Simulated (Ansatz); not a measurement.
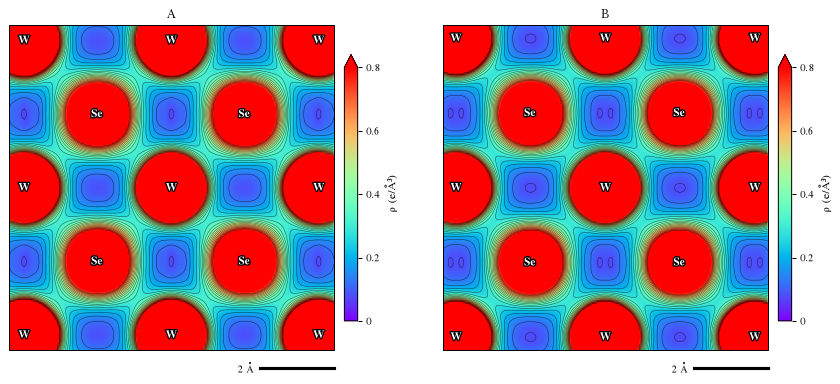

WSe. The valence charge density (pseudo) of two cells that differ in size, on the (011) plane of each (indices in the axes of the calculation cell), at one length scale and on one colour scale: B has 23.2 Å³ an atom and A 22.3.

Space group Fm-3m; started from the rock salt prototype, which need not be the ambient phase; spin-polarised.

Level of theory: Ansatz, DFT r2SCAN+U, scalar-relativistic, plane waves, PAW.

Core electrons are frozen (PAW), and the valence fields are smoothed inside the atomic spheres.

The larger cell:

```
W Se
1.0
     0.00000    2.85301    2.85301
     2.85301    0.00000    2.85301
     2.85301    2.85301    0.00000
W Se
1 1
Direct
  0.00000 0.00000 0.00000
  0.50000 0.50000 0.50000
```

The smaller cell: a = 3.980 Å, b = 3.980 Å, c = 3.980 Å, α = 60.00°, β = 60.00°, γ = 60.00°.

### What does the compression do to the bonding and the properties?

From the larger cell to the smaller, W–Se goes from 2.85 to 2.81 Å, and the density at its midpoint from 0.3 to 0.32 e/Å³; the pressure goes from 0.0 to 3.4 GPa.
